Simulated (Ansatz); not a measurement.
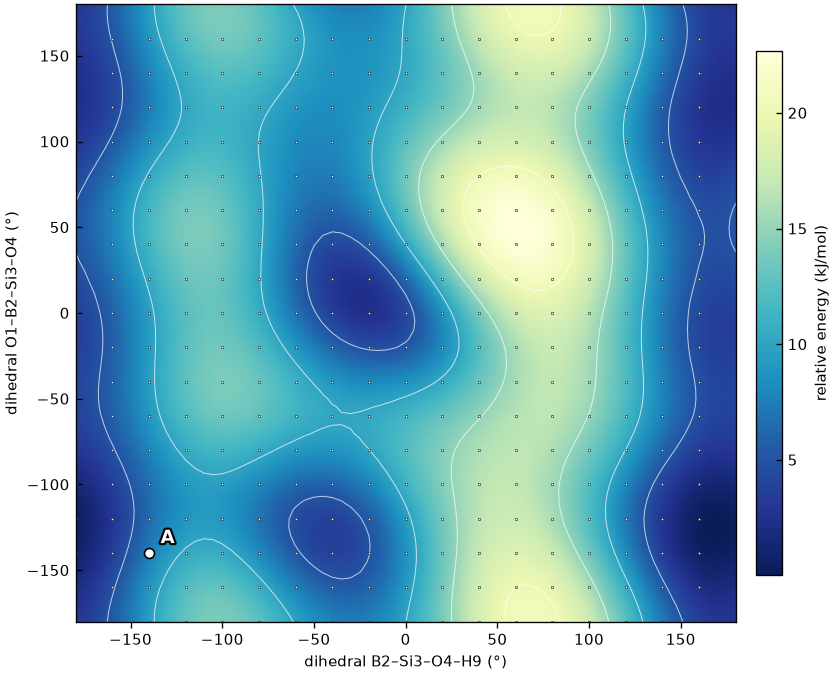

BFH₄O₂Si, SMILES OB[SiH](O)F. The first coordinate is: dihedral B2–Si3–O4–H9; the second: dihedral O1–B2–Si3–O4. Nothing is relaxed (all other coordinates rigid). The grid has 18 × 18 points. Points are written as (first, second). All energies are given in kJ/mol relative to the relaxed molecule at the same level. Method: RKS PBE-D4/def2-SVP (Ansatz).

The picture shows a smooth colour map with a few white contour lines, dots at the grid points, the point A. Between grid points the surface is interpolated.

**Which way does the force act at A, and how strong is it?**

A, at (−140°, −140°), is not a stationary point. The computed force is 0.19 kJ/mol for each degree towards smaller values of dihedral B2–Si3–O4–H9 and 0.07 kJ/mol for each degree towards larger values of dihedral O1–B2–Si3–O4.
